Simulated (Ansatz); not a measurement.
The relaxed structure here is a generated cell of Ir: the first start was made by a random draw of sites in a space group, and the end was not matched to a known phase here, so it may be hypothetical. Known forms of Ir include space group No. 225.

The end point of a relaxation of Ir. Space group P-6m2 (No. 187). Calculation: r2SCAN (plane waves to 500 eV, PAW, scalar-relativistic; Ansatz, a first-principles code).

```xyz
3
Lattice="3.5577 0.0000 0.0000 -1.7788 3.0810 0.0000 0.0000 0.0000 5.1934" Properties=species:S:1:pos:R:3 pbc="T T T"
Ir     1.7788     1.0270     0.0000
Ir     0.0000     2.0540     1.4156
Ir     0.0000     2.0540     3.7778
```

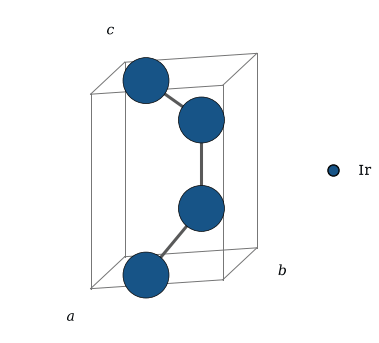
The conventional cell of the relaxed structure

- Volume per atom: 18.98 Å³
- Band gap: no gap (metallic)
- Shortest distances: Ir–Ir 2.36 Å
- k-mesh: 15×15×9

Band energies at high-symmetry points (eV from the Fermi level; labels of this space group; no spin-orbit coupling), from −5 eV up to 2.9 eV:

```tsv
point	energies
Γ	-3.80 -3.08 -3.08 -2.89 -0.74 -0.74 -0.50 -0.50 1.49 2.21 2.21
M	-4.99 -4.58 -3.75 -2.60 -2.36 -1.91 -0.81 -0.71 -0.45 -0.18 1.12 1.33 1.70
K	-4.99 -4.87 -4.80 -4.47 -2.55 -2.07 -1.89 -0.85 -0.48 -0.23 -0.10 1.32 1.46 1.47 1.63
A	-4.12 -2.94 -2.94 -2.45 -2.45 0.46 1.09 1.09 1.66 1.66
L	-4.02 -4.00 -3.97 -3.95 -2.78 -2.62 -2.18 -1.59 -0.66 -0.15 0.37 0.68 1.84
H	-4.69 -3.93 -3.90 -3.83 -3.12 -2.89 -2.70 -1.79 -0.84 -0.09 0.54 1.29 2.78
```

No spin polarisation in the result.

The run could not lower the symmetry of its start; a shaken copy of this end point relaxes with r2SCAN to Pmc2₁ (No. 26), 0.39 eV/atom lower.
